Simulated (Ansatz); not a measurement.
# One shape, several levels: SiH4O4 (orthosilicic acid)

Wanted: a comparison of 6 runs (HF/STO-3G, HF/def2-SVP, PBE0/def2-SVP, PBE0/6-311G**, BLYP/aug-cc-pVDZ, CCSD(T)/def2-SVP) of SiH4O4 (orthosilicic acid). 

The calculation is run with Ansatz 0.2.0.

9 further runs of the same task are left out: 2 for a known fault of the program, 2 that didn't finish, 5 set aside as unsound or not needed.

## Step 1: The system as given

SiH4O4 has 9 atoms, charge 0, and is taken as a singlet. As SMILES, `O[Si](O)(O)O`. The coordinates come from a PBE0-D4/def2-TZVP relaxation. This is one conformer, not always the lowest.

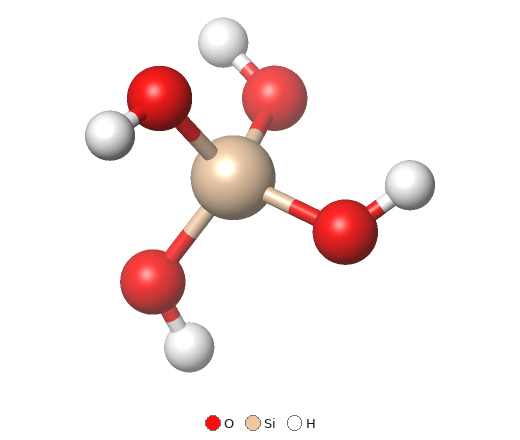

The structure, seen from a chosen angle (oxygen red, silicon light orange, hydrogen white).

## Step 2: Energy and forces at HF/STO-3G (run 1)

Input file job.yaml:

```yaml
crystal:
  periodic: [false, false, false]
  atoms:
    - {symbol: O, position_ang: [-0.969050, 0.776350, -1.057560]}
    - {symbol: Si, position_ang: [0.000010, 0.000030, -0.000040]}
    - {symbol: O, position_ang: [1.527610, 0.433680, -0.372150]}
    - {symbol: O, position_ang: [-0.043140, -1.629280, -0.059900]}
    - {symbol: O, position_ang: [-0.515400, 0.419370, 1.489460]}
    - {symbol: H, position_ang: [-0.639460, 0.869750, -1.952330]}
    - {symbol: H, position_ang: [2.226280, -0.135170, -0.046190]}
    - {symbol: H, position_ang: [-0.768040, -2.056130, 0.398680]}
    - {symbol: H, position_ang: [-0.818790, 1.321420, 1.600040]}
basis:
  gaussian:
    orbitals: STO-3G
hamiltonian:
  xc: hf
accuracy: high
output:
  forces: true
  orbitals: {seedname: orbitals}
```

The run is started by

```console
$ ansatz run job.yaml --threads 1 --pin off --max-ram 3480MiB --events-out events.jsonl --progress --plain --runs-dir runs
```

The program printed:

```text
Warning: RAYON_NUM_THREADS=1 ignored (pool sized by the plan → 1); use --threads N
Functional definition: HF
  name "HF"
  exchange = exact_x
  correlation = 0
721 factors; integrals over basis functions are off by at most 2.8e-8 eV
mean field evaluation 1: about -15870.4097 eV, gradient 3.3e1 eV
mean field evaluation 2: about -15870.5228 eV, gradient 3.3e1 eV
mean field evaluation 4: about -15874.2743 eV, gradient 1.1e0 eV
mean field evaluation 8: about -15874.2772 eV, gradient 5.9e-6 eV
mean field -15874.27723452 eV, -583.3689283971 hartree, gradient 8.8e-9 eV, S^2 0.000000; 0 other end points of the search recorded, 0 dependent functions left out
the calculation of the forces begins
reference -15874.27723452 eV, -583.3689283971 hartree; 25, 25 occupied and 8, 8 virtual orbitals, 721 factors
Total energy: -15874.27723452 eV, -583.3689283971 hartree
Atom 0 at    -0.969050     0.776350    -1.057560 Å, force    -1.130161     0.151430     1.047820 eV/Å
Atom 1 at     0.000010     0.000030    -0.000040 Å, force    -0.000236     0.000073     0.000058 eV/Å
Atom 2 at     1.527610     0.433680    -0.372150 Å, force    -0.470208     1.296834    -0.702673 eV/Å
Atom 3 at    -0.043140    -1.629280    -0.059900 Å, force     1.234390    -0.063083    -0.932337 eV/Å
Atom 4 at    -0.515400     0.419370     1.489460 Å, force     0.366219    -1.385308     0.587084 eV/Å
Atom 5 at    -0.639460     0.869750    -1.952330 Å, force     0.786508    -0.070389    -1.069146 eV/Å
Atom 6 at     2.226280    -0.135170    -0.046190 Å, force     0.635428    -1.001543     0.598750 eV/Å
Atom 7 at    -0.768040    -2.056130     0.398680 Å, force    -1.095067    -0.190227     0.728257 eV/Å
Atom 8 at    -0.818790     1.321420     1.600040 Å, force    -0.326873     1.262212    -0.257814 eV/Å
Dipole moment:    -0.000007    -0.000059     0.000093 e Å
```

It took 1.5 s on 1 thread of Arm Neoverse V1, shared host.

## Step 3: Energy and forces at HF/def2-SVP (run 2)

Input file run.yaml:

```yaml
crystal:
  periodic: [false, false, false]
  atoms:
    - {symbol: O, position_ang: [-0.969050, 0.776350, -1.057560]}
    - {symbol: Si, position_ang: [0.000010, 0.000030, -0.000040]}
    - {symbol: O, position_ang: [1.527610, 0.433680, -0.372150]}
    - {symbol: O, position_ang: [-0.043140, -1.629280, -0.059900]}
    - {symbol: O, position_ang: [-0.515400, 0.419370, 1.489460]}
    - {symbol: H, position_ang: [-0.639460, 0.869750, -1.952330]}
    - {symbol: H, position_ang: [2.226280, -0.135170, -0.046190]}
    - {symbol: H, position_ang: [-0.768040, -2.056130, 0.398680]}
    - {symbol: H, position_ang: [-0.818790, 1.321420, 1.600040]}
basis:
  gaussian:
    orbitals: def2-SVP
hamiltonian:
  xc: hf
accuracy: high
output:
  forces: true
  orbitals: {seedname: orbitals}
```

The run is started by

```console
$ ansatz run run.yaml --threads 1 --pin off --max-ram 3480MiB --events-out events.jsonl --progress --plain --runs-dir runs
```

The program printed, shortened:

```text
Warning: RAYON_NUM_THREADS=1 ignored (pool sized by the plan → 1); use --threads N
Functional definition: HF
  name "HF"
[...]
2018 factors; integrals over basis functions are off by at most 3.8e-9 eV
[...]
mean field -16070.78670669 eV, -590.5905183004 hartree, gradient 6.4e-9 eV, S^2 0.000000; 0 other end points of the search recorded, 0 dependent functions left out
[...]
reference -16070.78670669 eV, -590.5905183004 hartree; 25, 25 occupied and 69, 69 virtual orbitals, 2018 factors
Total energy: -16070.78670669 eV, -590.5905183004 hartree
Atom 0 at    -0.969050     0.776350    -1.057560 Å, force     0.264573     0.056697    -0.864576 eV/Å
Atom 1 at     0.000010     0.000030    -0.000040 Å, force    -0.000213     0.000150    -0.000085 eV/Å
Atom 2 at     1.527610     0.433680    -0.372150 Å, force     0.682072    -0.491509     0.339024 eV/Å
Atom 3 at    -0.043140    -1.629280    -0.059900 Å, force    -0.702807    -0.426491     0.381570 eV/Å
Atom 4 at    -0.515400     0.419370     1.489460 Å, force    -0.243600     0.860526     0.144741 eV/Å
Atom 5 at    -0.639460     0.869750    -1.952330 Å, force    -0.334794    -0.025909     0.710429 eV/Å
Atom 6 at     2.226280    -0.135170    -0.046190 Å, force    -0.512776     0.508430    -0.310845 eV/Å
Atom 7 at    -0.768040    -2.056130     0.398680 Å, force     0.626560     0.272105    -0.388903 eV/Å
Atom 8 at    -0.818790     1.321420     1.600040 Å, force     0.220985    -0.754000    -0.011356 eV/Å
Dipole moment:    -0.000005    -0.000085     0.000124 e Å
```

Wall time 5.4 s (1 thread of Arm Neoverse V1, shared host).

Runs 3 to 5 aren't shown in full; the table further down has their settings and results.

## Step 4: Energy and forces at CCSD(T)/def2-SVP (run 6)

Input file run.yaml:

```yaml
basis:
  gaussian: {orbitals: def2-SVP}
crystal:
  periodic: [false, false, false]
  atoms:
    - symbol: O
      position_ang: [-0.969050, 0.776350, -1.057560]
    - symbol: Si
      position_ang: [0.000010, 0.000030, -0.000040]
    - symbol: O
      position_ang: [1.527610, 0.433680, -0.372150]
    - symbol: O
      position_ang: [-0.043140, -1.629280, -0.059900]
    - symbol: O
      position_ang: [-0.515400, 0.419370, 1.489460]
    - symbol: H
      position_ang: [-0.639460, 0.869750, -1.952330]
    - symbol: H
      position_ang: [2.226280, -0.135170, -0.046190]
    - symbol: H
      position_ang: [-0.768040, -2.056130, 0.398680]
    - symbol: H
      position_ang: [-0.818790, 1.321420, 1.600040]
correlation: {method: ccsd_t, frozen_orbitals: {H: 0, O: 1, Si: 5}}
accuracy: high
scf: {omitted_lower_state_checks: [cluster_reference, increment]}
output: {forces: true, orbitals: {seedname: orbitals}}
```

The run is started by

```console
$ ansatz run run.yaml --threads 1 --pin off --max-ram 3480MiB --events-out events.jsonl --progress --plain --runs-dir runs
```

The program printed, shortened:

```text
Warning: RAYON_NUM_THREADS=1 ignored (pool sized by the plan → 1); use --threads N
Functional definition: HF
  name "HF"
[...]
2018 factors; integrals over basis functions are off by at most 3.8e-9 eV
[...]
mean field -16070.78670669 eV, -590.5905183004 hartree, gradient 6.4e-9 eV, S^2 0.000000; 0 other end points of the search recorded, 0 dependent functions left out
9 core orbitals not correlated: weight in the atoms' cores, before any rotation towards them, 1.000 or more for the frozen orbitals, at most 0.000 for the correlated occupied ones
reference -16070.78670669 eV, -590.5905183004 hartree; 16, 16 occupied and 69, 69 virtual orbitals, 2018 factors
second order -22.66162630 eV of doubles, -0.00000000 eV of singles
cycle   1  -22.73785762 eV  change   -7.6e-2 eV  update   9.0e-2
[...]
cycle  19  -23.27064386 eV  change  -4.4e-10 eV  update   1.9e-9
perturbative correction -0.44770518 eV, -0.0164528617 hartree
[...]
Total energy: -16094.50505573 eV, -591.4621515506 hartree
Atom 0 at    -0.969050     0.776350    -1.057560 Å, force    -0.607782     0.412781    -0.347163 eV/Å
Atom 1 at     0.000010     0.000030    -0.000040 Å, force    -0.000206     0.000093    -0.000020 eV/Å
Atom 2 at     1.527610     0.433680    -0.372150 Å, force     0.657396     0.374057    -0.298029 eV/Å
Atom 3 at    -0.043140    -1.629280    -0.059900 Å, force     0.168349    -0.783235    -0.137401 eV/Å
Atom 4 at    -0.515400     0.419370     1.489460 Å, force    -0.217692    -0.004047     0.782902 eV/Å
Atom 5 at    -0.639460     0.869750    -1.952330 Å, force     0.099059     0.004573    -0.178789 eV/Å
Atom 6 at     2.226280    -0.135170    -0.046190 Å, force     0.122974    -0.140957     0.081593 eV/Å
Atom 7 at    -0.768040    -2.056130     0.398680 Å, force    -0.163400    -0.058801     0.107414 eV/Å
Atom 8 at    -0.818790     1.321420     1.600040 Å, force    -0.058698     0.195537    -0.010508 eV/Å
Dipole moment:    -0.000004    -0.000077     0.000114 e Å
Checks for a lower state left out: cluster_reference, increment
```

It took 3.6 min on 1 thread of Arm Neoverse V1, shared host; peak memory 0.96 GiB.

## Step 5: The series

| run | level | frozen core orbitals | energy (Eh) | dipole moment (D) | HOMO energy (eV) | LUMO energy (eV) | wall time |
| --- | --- | --- | --- | --- | --- | --- | --- |
| 1 | HF/STO-3G | – | -583.368928 | 0.00 | -9.60 | 12.38 | 1.5 s |
| 2 | HF/def2-SVP | – | -590.590518 | 0.00 | -13.55 | 4.31 | 5.4 s |
| 3 | PBE0/def2-SVP | – | -592.221335 | 0.00 | -8.78 | 1.14 | 12 s |
| 4 | PBE0/6-311G** | – | -592.650534 | 0.00 | -8.97 | 0.66 | 17 s |
| 5 | BLYP/aug-cc-pVDZ | – | -592.973710 | 0.00 | -7.35 | -1.22 | 32 s |
| 6 | CCSD(T)/def2-SVP | 9 | -591.462152 | 0.00 | -13.55 | 4.31 | 3.6 min |

## Step 6: Outcome

| quantity | value |
| --- | --- |
| run 6: total energy | -591.46215 Eh |
| run 6: dipole moment (correlated density) | 0.00 D |
| run 6: HOMO energy (Hartree–Fock orbitals) | -13.55 eV |
| run 6: LUMO energy (Hartree–Fock orbitals) | 4.31 eV |
| run 6: HOMO–LUMO gap (Hartree–Fock orbitals) | 17.86 eV |
| run 6: correlation energy (9 core orbitals frozen) | -871.6 mEh |
| run 6: (T) correction | -16.45 mEh |
| run 6: T1 diagnostic | 0.010 |
| run 6: largest force on an atom | 0.813 eV/Å |

**Reading.** Over runs 1, 2, 3, 4, 5 the HOMO–LUMO gap runs from 6.13 eV (BLYP/aug-cc-pVDZ) to 21.99 eV (HF/STO-3G). The two ends differ in method and basis. Totals of different functionals can't be ranked against each other. In run 1 the basis is minimal, so the values are rough. All runs together took 4.7 min, the longest 3.6 min.
